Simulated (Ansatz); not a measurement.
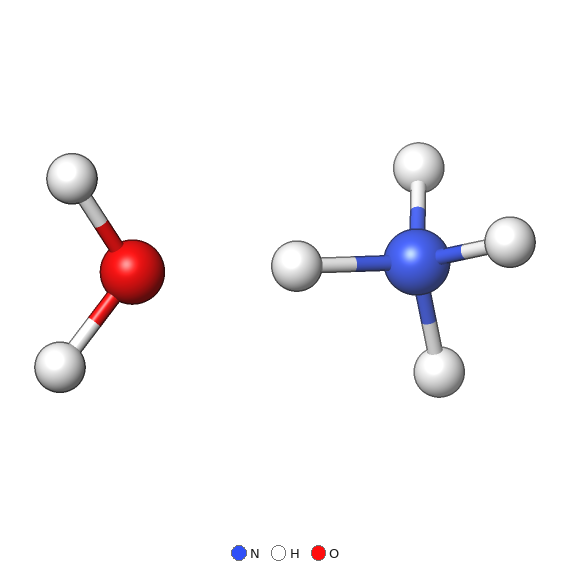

Charge +1, singlet. The geometry was computed by an optimisation with PBE-D4/def2-SVP. No frequency run is at hand to confirm it as a minimum.

Draw it as a skeletal formula.

SMILES: O.[NH4+]

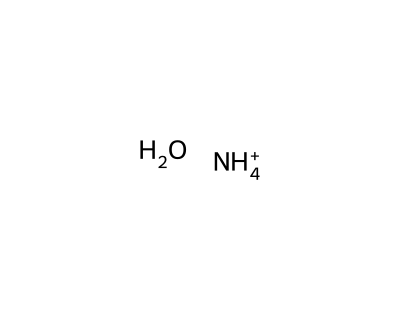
